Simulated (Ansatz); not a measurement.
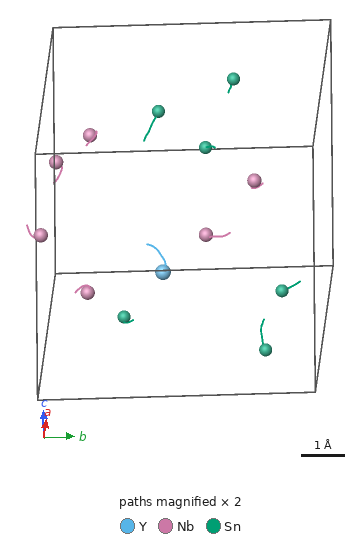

Molecular dynamics of an amorphous cell of composition YNb6Sn6 (13 atoms in the cell), 60 fs long. Lines trace each atom's path, in the colour of its element; spheres stand at the starting positions. The excursions are magnified 2 times. Seen from a free direction in the simulation cell.

Level of theory: DFT, PAW plane waves, PBE in Ansatz 0.2.0. Set-up: plane-wave cutoff 420 eV; k-point mesh 3 × 2 × 2; cold smearing 0.15 eV; Langevin thermostat (NVT); set temperature 1200 K; time step 1 fs.

The input:
```yaml
crystal:
  lattice:
    - [6.168363, -0.966465, -0.902515]
    - [0.301882, 6.644433, -0.298202]
    - [0.344664, 1.231983, 6.925245]
  atoms:
    - { symbol: "Y", position: [0.601219, 0.414867, 0.197911] }
    - { symbol: Nb, position: [0.674402, 0.028862, 0.619871] }
    - { symbol: Nb, position: [0.849001, 0.729964, 0.432477] }
    - { symbol: Nb, position: [0.207943, 0.003041, 0.56346] }
    - { symbol: Nb, position: [0.832909, 0.127005, 0.004479] }
    - { symbol: Nb, position: [0.296198, 0.59164, 0.501034] }
    - { symbol: Nb, position: [0.284012, 0.178422, 0.925258] }
    - { symbol: Sn, position: [0.235112, 0.597151, 0.887262] }
    - { symbol: Sn, position: [0.943701, 0.380405, 0.6765] }
    - { symbol: Sn, position: [0.806974, 0.661115, 0.869523] }
    - { symbol: Sn, position: [0.098761, 0.816041, 0.127251] }
    - { symbol: Sn, position: [0.51848, 0.848214, 0.1505] }
    - { symbol: Sn, position: [0.147803, 0.30406, 0.252717] }
kpoints:
  mp_grid: { grid: [3, 2, 2] }
magnetization:
  spin_polarized: false
scf:
  occupations: { method: cold, width: 0.15 }
hamiltonian:
  pseudopotentials: { kind: paw }
  xc: pbe
basis:
  ecutwfc: 420
  ecutrho_ratio: 9
md:
  timestep: 1.0
  n_steps: 60
  ensemble: nvt_langevin
  temperature: 1200.0
  initial_velocities: maxwell_boltzmann
  seed: 399761
```

Command:
```bash
ansatz run input.yaml --threads 2 --pin off --max-ram 2560MiB --backend cpu --events-out ev --progress --plain --runs-dir out
```

> What do the traces tell about the motion?

In the second half of the run the atoms are, in the root-mean-square, this far from where they began (common drift taken out): Y 0.32 Å, Nb 0.31 Å, Sn 0.24 Å. The run lasts only 60 fs, too short to tell vibration from diffusion. Over the second half the temperature averages 2960 K (spread ±338 K). That is above the set 1200 K, because the structure releases potential energy faster than the thermostat removes it. The potential energy is still drifting at the end, so the run hasn't reached equilibrium. The potential energy in the second half lies on average 249 meV per atom below the first frame.

Limits of the set-up: the k-point mesh is coarse for a cell with partly filled bands; the periodic images lie only 6.3 Å apart, so the values are limited by the cell's size.

The run took about 30 core-minutes on a shared host.
